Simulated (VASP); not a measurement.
Band structure of Te₂Mo (relaxed from the fluorite structure, space group Fm-3m). Calculation: r2SCAN meta-GGA, VASP's PBE PAW potentials (set 64) (plane waves; VASP).

Unless said otherwise, spin-orbit coupling is left out, though it shifts the bands of the heavy elements here.

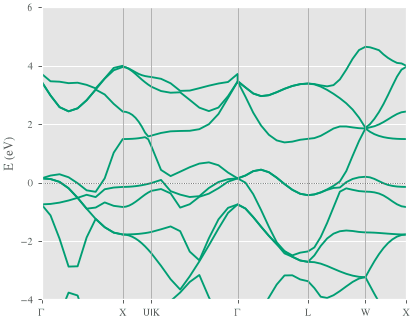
Bands along high-symmetry lines, zero at the valence-band maximum or, without a gap, the Fermi level

Task: Read the plot: is there a gap, and where are the band edges?

Result: It has no gap at this level: it comes out as a metal or semimetal.

The structure was generated: Te2Mo was put into the fluorite type (Fm-3m), which need not be its known phase. It was relaxed first.
